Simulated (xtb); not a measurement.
# Frequency calculation of CH5NSSi

The run: frequency calculation of CH5NSSi. Method and program: GFN1-xTB (xtb 6.7.1).

The geometry was optimised with GFN1-xTB.

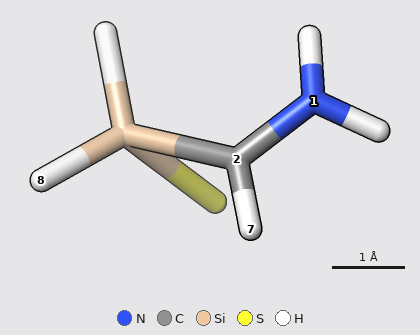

The structure as given in the input (stick view, seen at a tilt; atoms are numbered from 1 in the order of the input).

Key numbers

```json
{"quantity": "outcome", "value": "converged"}
{"quantity": "electrons treated", "value": "24"}
{"quantity": "total energy", "value": "−13.574632 hartree"}
{"quantity": "dispersion energy", "value": "−0.003245 hartree"}
{"quantity": "basis functions", "value": "38"}
{"quantity": "HOMO", "value": "−10.77 eV"}
{"quantity": "LUMO", "value": "−6.95 eV"}
{"quantity": "zero-point energy", "value": "0.059996 hartree"}
{"quantity": "dipole moment", "value": "2.36 D"}
{"quantity": "wavenumbers, lowest and highest", "value": "72 and 3561 cm⁻¹"}
{"quantity": "hardware", "value": "1 thread of Intel Xeon @ 2.70GHz, 189 GiB of memory available, shared host"}
{"quantity": "wall time", "value": "0.65 s"}
{"quantity": "peak memory", "value": "0.071 GiB"}
```

Settings chosen away from the usual ones: method = gfn1-xtb; task = frequencies; x = {"hess_scc_accuracy": 30}; geo = {"prev": "A"}. These settings are looser than, or depart from, a standard set-up, so the numbers are not reference values for this system.

Input file (input.xyz)
```
9
start
N      0.12389     1.47918     0.38504
C      0.43292     0.34261    -0.31217
Si    -0.06244    -1.40942     0.10299
S     -1.40564    -0.63524    -1.18427
H     -0.44850     1.35817     1.20618
H     -0.11543     2.29718    -0.15407
H      0.97194     0.58244    -1.23037
H      0.89358    -2.41218    -0.31328
H     -0.39034    -1.60273     1.49996
```

File input.inp
```
$hess
   sccacc=30
$end
```

Command:
```bash
xtb input.xyz -I input.inp --gfn 1 --hess | tee run.log
```

Output
```
* xtb version 6.7.1
   ID    Z sym.   atoms
    1    7 N      1
    2    6 C      2
    3   14 Si     3
    4   16 S      4
    5    1 H      5-9

           -------------------------------------------------
          |                Calculation Setup                |
           -------------------------------------------------

          program call               : xtb input.xyz -I input.inp --gfn 1 --hess
          coordinate file            : input.xyz
          omp threads                :                     1

           -------------------------------------------------
          |                 G F N 1 - x T B                 |
           -------------------------------------------------

      * Hamiltonian:
        H0-scaling (s, p, d)           1.850000    2.250000    2.000000
        zeta-weighting                 0.000000
      * Dispersion:
        s8                             2.400000
        a1                             0.630000
        a2                             5.000000
        s9                             0.000000
      * Repulsion:
        kExp                           1.500000
        rExp                           1.000000
      * Coulomb:
        alpha                          2.000000
        third order                    atomic
        anisotropic                    false
      * Halogen bond correction:
        rad-scale                      1.300000
        damping                        0.440000

          ...................................................
          :                      SETUP                      :
          :.................................................:
          :  # basis functions                  38          :
          :  # atomic orbitals                  36          :
          :  # shells                           20          :
          :  # electrons                        24          :
          :  # halogen bonds                     0          :
          :  max. iterations                   250          :
          :  Hamiltonian                  GFN1-xTB          :
          :  restarted?                      false          :
          :  GBSA solvation                  false          :
          :  PC potential                    false          :
          :  electronic temp.          300.0000000     K    :
          :  accuracy                    1.0000000          :
          :  -> integral cutoff          0.2500000E+02      :
          :  -> integral neglect         0.1000000E-07      :
          :  -> SCF convergence          0.1000000E-05 Eh   :
          :  -> wf. convergence          0.2000000E-04 e    :
          :  Broyden damping             0.4000000          :
          :  net charge                          0          :
          :  unpaired electrons                  0          :
          ...................................................

 iter      E             dE          RMSdq      gap      omega  full diag
   1    -13.6587294 -0.136587E+02  0.659E+00    3.88       0.0  T
   2    -13.6979114 -0.391820E-01  0.418E+00    3.71       1.0  T
   3    -13.6831507  0.147606E-01  0.148E+00    4.04       1.0  T
   4    -13.7007795 -0.176287E-01  0.535E-01    3.80       1.0  T
   5    -13.7031763 -0.239677E-02  0.885E-02    3.82       1.0  T
   6    -13.7032287 -0.524238E-04  0.171E-02    3.82       1.9  T
   7    -13.7032301 -0.137601E-05  0.387E-03    3.82       8.6  T
   8    -13.7032301 -0.842731E-08  0.746E-04    3.82      44.7  T
   9    -13.7032301 -0.350809E-08  0.181E-04    3.82     184.1  T
  10    -13.7032301 -0.229415E-09  0.509E-05    3.82     655.0  T

   *** convergence criteria satisfied after 10 iterations ***

         #    Occupation            Energy/Eh            Energy/eV
      -------------------------------------------------------------
         1        2.0000           -0.8241517             -22.4263
       ...           ...                  ...                  ...
         6        2.0000           -0.5312099             -14.4550
         7        2.0000           -0.4992106             -13.5842
         8        2.0000           -0.4574399             -12.4476
         9        2.0000           -0.4541800             -12.3589
        10        2.0000           -0.4245050             -11.5514
        11        2.0000           -0.4053697             -11.0307
        12        2.0000           -0.3958066             -10.7704 (HOMO)
        13                         -0.2554699              -6.9517 (LUMO)
        14                         -0.1935935              -5.2679
        15                         -0.1481305              -4.0308
        16                         -0.1300295              -3.5383
        17                         -0.1084063              -2.9499
       ...                                ...                  ...
        36                          1.6629494              45.2512
      -------------------------------------------------------------
                  HL-Gap            0.1403367 Eh            3.8188 eV
             Fermi-level           -0.3256383 Eh           -8.8611 eV

 SCC (total)                   0 d,  0 h,  0 min,  0.018 sec
 SCC setup                      ...        0 min,  0.000 sec (  0.700%)
 Dispersion                     ...        0 min,  0.000 sec (  0.286%)
 classical contributions        ...        0 min,  0.000 sec (  0.116%)
 integral evaluation            ...        0 min,  0.005 sec ( 26.182%)
 iterations                     ...        0 min,  0.005 sec ( 25.704%)
 molecular gradient             ...        0 min,  0.008 sec ( 45.134%)
 printout                       ...        0 min,  0.000 sec (  1.729%)

         :::::::::::::::::::::::::::::::::::::::::::::::::::::
         ::                     SUMMARY                     ::
         :::::::::::::::::::::::::::::::::::::::::::::::::::::
         :: total energy             -13.574632410638 Eh    ::
         :: gradient norm              0.000073809709 Eh/a0 ::
         :: HOMO-LUMO gap              3.818754905141 eV    ::
         ::.................................................::
         :: SCC energy               -13.703230066232 Eh    ::
         :: -> electrostatic           0.018841459550 Eh    ::
         :: repulsion energy           0.131842219312 Eh    ::
         :: dispersion energy         -0.003244563718 Eh    ::
         :: halogen bond corr.         0.000000000000 Eh    ::
         :: add. restraining           0.000000000000 Eh    ::
         :: total charge              -0.000000000000 e     ::
         :::::::::::::::::::::::::::::::::::::::::::::::::::::

           -------------------------------------------------
          |                Numerical Hessian                |
           -------------------------------------------------
step length          :   0.00500
SCC accuracy         :  30.00000
Hessian scale factor :   1.00000
frozen atoms in %    :   0.00000    0
RMS gradient         :   0.00007
estimated CPU  time      0.01 min

writing file <hessian>.

 projected vibrational frequencies (cm⁻¹)
eigval :       -0.00    -0.00    -0.00     0.00     0.00     0.00
eigval :       72.39   203.04   318.08   448.07   514.40   545.91
eigval :      622.25   661.91   682.56   766.03   880.05   903.24
eigval :     1071.79  1247.41  1352.48  1533.61  2214.14  2231.86
eigval :     3029.28  3475.68  3560.85
           -------------------------------------------------
          |                Property Printout                |
           -------------------------------------------------

    * Orbital Energies and Occupations

         #    Occupation            Energy/Eh            Energy/eV
      -------------------------------------------------------------
         1        2.0000           -0.8241513             -22.4263
         2        2.0000           -0.7816585             -21.2700
         3        2.0000           -0.6245549             -16.9950
         4        2.0000           -0.6005513             -16.3418
         5        2.0000           -0.5781978             -15.7336
         6        2.0000           -0.5312101             -14.4550
         7        2.0000           -0.4992107             -13.5842
         8        2.0000           -0.4574400             -12.4476
         9        2.0000           -0.4541802             -12.3589
        10        2.0000           -0.4245049             -11.5514
        11        2.0000           -0.4053694             -11.0307
        12        2.0000           -0.3958065             -10.7704 (HOMO)
        13                         -0.2554700              -6.9517 (LUMO)
        14                         -0.1935936              -5.2679
        15                         -0.1481305              -4.0308
        16                         -0.1300295              -3.5383
        17                         -0.1084062              -2.9499
        18                         -0.0735029              -2.0001
        19                         -0.0697540              -1.8981
        20                         -0.0555321              -1.5111
        21                         -0.0466911              -1.2705
        22                         -0.0291917              -0.7943
        23                         -0.0205572              -0.5594
       ...                                ...                  ...
        36                          1.6629493              45.2512
      -------------------------------------------------------------
                  HL-Gap            0.1403365 Eh            3.8187 eV
             Fermi-level           -0.3256382 Eh           -8.8611 eV

  Mulliken/CM5 charges         n(s)   n(p)   n(d)
     1N    -0.39977 -0.85751   1.424  3.976  0.000
     2C     0.08657  0.13805   1.099  2.814  0.000
     3Si    0.19591 -0.05394   1.201  1.805  0.798
     4S    -0.20469 -0.17795   1.896  4.321 -0.013
     5H     0.21507  0.40655   0.785  0.000  0.000
     6H     0.21500  0.40461   0.785  0.000  0.000
     7H     0.03147  0.10102   0.969  0.000  0.000
     8H    -0.06790  0.02134   1.068  0.000  0.000
     9H    -0.07167  0.01783   1.072  0.000  0.000

Wiberg/Mayer (AO) data.
largest (>0.10) Wiberg bond orders for each atom

 ---------------------------------------------------------------------------
     #   Z sym  total        # sym  WBO       # sym  WBO       # sym  WBO
 ---------------------------------------------------------------------------
     1   7 N    3.232 --     2 C    1.219     5 H    0.932     6 H    0.929
                             4 S    0.130
     2   6 C    3.784 --     1 N    1.219     3 Si   1.020     7 H    0.964
                             4 S    0.536
     3  14 Si   4.638 --     4 S    1.700     2 C    1.020     9 H    0.932
                             8 H    0.931
     4  16 S    2.428 --     3 Si   1.700     2 C    0.536     1 N    0.130
     5   1 H    0.964 --     1 N    0.932
     6   1 H    0.963 --     1 N    0.929
     7   1 H    1.014 --     2 C    0.964
     8   1 H    0.992 --     3 Si   0.931
     9   1 H    0.991 --     3 Si   0.932
 ---------------------------------------------------------------------------

Topologies differ in total number of bonds
Writing topology from bond orders to xtbtopo.mol

 dipole moment from electron density (au)
     X       Y       Z
   0.2211   0.7398   0.5159  total (Debye):    2.360

           -------------------------------------------------
          |               Frequency Printout                |
           -------------------------------------------------
 projected vibrational frequencies (cm⁻¹)
eigval :       -0.00    -0.00    -0.00     0.00     0.00     0.00
eigval :       72.39   203.04   318.08   448.07   514.40   545.91
eigval :      622.25   661.91   682.56   766.03   880.05   903.24
eigval :     1071.79  1247.41  1352.48  1533.61  2214.14  2231.86
eigval :     3029.28  3475.68  3560.85
 reduced masses (amu)
   1: 16.01   2: 24.54   3: 28.69   4: 18.07   5: 18.54   6: 25.88   7: 21.33   8: 10.12
   9: 11.37  10:  4.20  11:  6.50  12:  3.06  13:  8.68  14: 13.48  15:  4.36  16: 24.07
Molecule has no symmetry elements
It seems to be the C1 point group
  17:  2.16  18:  3.23  19:  2.29  20:  8.95  21:  6.24  22:  2.69  23:  2.10  24:  1.63
  25:  1.82  26:  1.48  27:  2.16
 IR intensities (km·mol⁻¹)
   1:  2.28   2:  0.11   3:  2.25   4:  2.08   5:  1.73   6:  0.85   7:213.92   8: 20.62
   9: 20.98  10: 26.96  11:127.03  12: 34.01  13:221.09  14: 57.59  15:610.31  16: 62.55
  17: 39.80  18:397.79  19: 13.63  20:103.97  21: 88.85  22:117.04  23:366.25  24:192.46
  25: 22.12  26: 33.82  27:  4.96
 Raman intensities (Ä⁴*amu⁻¹)
   1:  0.00   2:  0.00   3:  0.00   4:  0.00   5:  0.00   6:  0.00   7:  0.00   8:  0.00
   9:  0.00  10:  0.00  11:  0.00  12:  0.00  13:  0.00  14:  0.00  15:  0.00  16:  0.00
  17:  0.00  18:  0.00  19:  0.00  20:  0.00  21:  0.00  22:  0.00  23:  0.00  24:  0.00
  25:  0.00  26:  0.00  27:  0.00
 output can be read by thermo (or use thermo option).
 writing <g98.out> molden fake output.
 recommended (thermochemical) frequency scaling factor: 1.0
           -------------------------------------------------
          |             Thermodynamic Functions             |
           -------------------------------------------------

c1  symmetry found (for desy threshold:  0.10E+00) used in thermo

          ...................................................
          :                      SETUP                      :
          :.................................................:
          :  # frequencies                          21      :
          :  # imaginary freq.                       0      :
          :  linear?                             false      :
          :  only rotor calc.                    false      :
          :  symmetry                               c1      :
          :  rotational number                       1      :
          :  scaling factor                  1.0000000      :
          :  rotor cutoff                   50.0000000 cm⁻¹ :
          :  imag. cutoff                  -20.0000000 cm⁻¹ :
          :.................................................:

    mode    ω/cm⁻¹     T·S(HO)/kcal·mol⁻¹    T·S(FR)/kcal·mol⁻¹   T·S(vib)
   ------------------------------------------------------------------------
       1     72.39    -1.21863 ( 81.46%)    -0.94641 ( 18.54%)    -1.16816
       2    203.04    -0.62772 ( 99.63%)    -0.64122 (  0.37%)    -0.62777
   ------------------------------------------------------------------------

   temp. (K)  partition function   enthalpy   heat capacity  entropy
                                   cal/mol     cal/K/mol   cal/K/mol   J/K/mol
 298.15  VIB   11.2                 1924.635     14.156     11.080
         ROT  0.105E+06              888.752      2.981     25.962
         INT  0.117E+07             2813.388     17.137     37.042
         TR   0.843E+27             1481.254      4.968     39.426
         TOT                        4294.6415    22.1047    76.4675   319.9401

       T/K    H(0)-H(T)+PV         H(T)/Eh          T*S/Eh         G(T)/Eh
   ------------------------------------------------------------------------
    298.15    0.684395E-02    0.668396E-01    0.363322E-01    0.305074E-01
   ------------------------------------------------------------------------

         :::::::::::::::::::::::::::::::::::::::::::::::::::::
         ::                  THERMODYNAMIC                  ::
         :::::::::::::::::::::::::::::::::::::::::::::::::::::
         :: total free energy         -13.544125023936 Eh   ::
         ::.................................................::
         :: total energy              -13.574632410649 Eh   ::
         :: zero point energy           0.059995630506 Eh   ::
         :: G(RRHO) w/o ZPVE           -0.029488243793 Eh   ::
         :: G(RRHO) contrib.            0.030507386713 Eh   ::
         :::::::::::::::::::::::::::::::::::::::::::::::::::::

           -------------------------------------------------
          | TOTAL ENERGY              -13.574632410649 Eh   |
          | TOTAL ENTHALPY            -13.507792833280 Eh   |
          | TOTAL FREE ENERGY         -13.544125023936 Eh   |
          | GRADIENT NORM               0.000074284221 Eh/α |
          | HOMO-LUMO GAP               3.818749427170 eV   |
           -------------------------------------------------

------------------------------------------------------------------------
------------------------------------------------------------------------
 total:
 *  cpu-time:     0 d,  0 h,  0 min,  0.598 sec
 * ratio c/w:     0.979 speedup
 SCF:
 *  cpu-time:     0 d,  0 h,  0 min,  0.017 sec
 * ratio c/w:     0.968 speedup
 analytical hessian:
 *  cpu-time:     0 d,  0 h,  0 min,  0.570 sec
 * ratio c/w:     0.980 speedup
```

File vibspectrum
```
$vibrational spectrum
#  mode     symmetry     wave number   IR intensity    selection rules
#                         cm**(-1)      (km*mol⁻¹)        IR
     1                      -0.00         0.00000          -
     2                      -0.00         0.00000          -
     3                      -0.00         0.00000          -
     4                       0.00         0.00000          -
     5                       0.00         0.00000          -
     6                       0.00         0.00000          -
     7        a             72.39       213.91636         YES
     8        a            203.04        20.61557         YES
     9        a            318.08        20.97646         YES
    10        a            448.07        26.96046         YES
    11        a            514.40       127.02762         YES
    12        a            545.91        34.00572         YES
    13        a            622.25       221.09224         YES
    14        a            661.91        57.59486         YES
    15        a            682.56       610.30680         YES
    16        a            766.03        62.55103         YES
    17        a            880.05        39.80201         YES
    18        a            903.24       397.78626         YES
    19        a           1071.79        13.63444         YES
    20        a           1247.41       103.97174         YES
    21        a           1352.48        88.85104         YES
    22        a           1533.61       117.04117         YES
    23        a           2214.14       366.25491         YES
    24        a           2231.86       192.46412         YES
    25        a           3029.28        22.11887         YES
    26        a           3475.68        33.81955         YES
    27        a           3560.85         4.96088         YES
$end
```

Standard error
```
normal termination of xtb
```

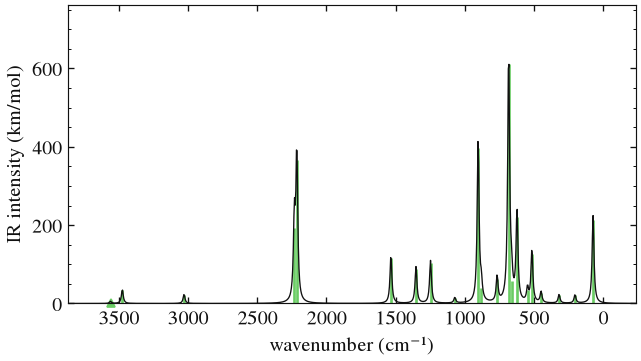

Harmonic infrared spectrum, unscaled: sticks (degenerate modes added up, dark ones marked on the axis) with a Lorentzian envelope of 16 cm⁻¹ full width, scaled to the tallest stick. 21 modes from 72 to 3561 cm⁻¹, none imaginary. The strongest line is at 683 cm⁻¹ (610 km/mol).
